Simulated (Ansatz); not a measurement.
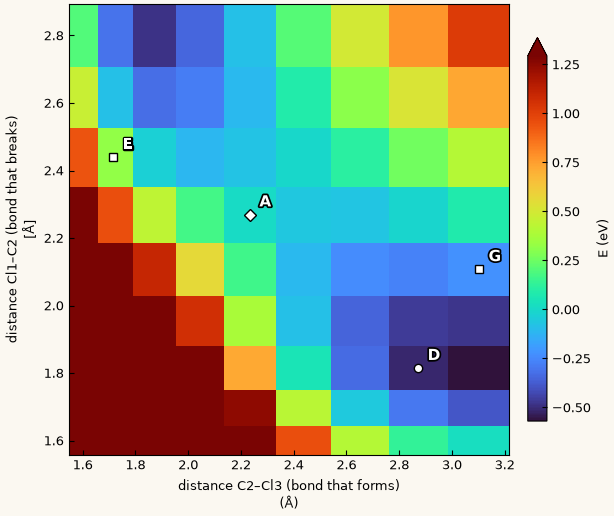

The reacting system CH3Cl2 (fragments CH₃Cl + Cl where the first distance is long, Cl + CH₃Cl where the second is long), charge −1. Coordinates scanned: (1) distance C2–Cl3 (bond that forms); (2) distance Cl1–C2 (bond that breaks). Relaxed at each point: all other coordinates. Grid: 9 × 9 points. Points are written as (first, second). Energies: eV, counted from a guessed transition structure relaxed with its forming and breaking bonds held. The reference is spin-restricted, so regions where a bond is pulled apart into radicals lie too high. All numbers below come from RKS BHLYP-D4/def2-SVPD in Ansatz.

Drawn: one coloured cell a grid point, one colour for all values above the top of the scale, lettered points.

Question: Is A the lowest point of the computed grid?

Answer: No. A lies 0.58 eV above the lowest grid point, which is at (3.102 Å, 1.814 Å).

Question: Rank the lettered points by energy, lowest first.

Answer: D (−0.51 eV), G (−0.23 eV), A (0.011 eV), E (0.32 eV).
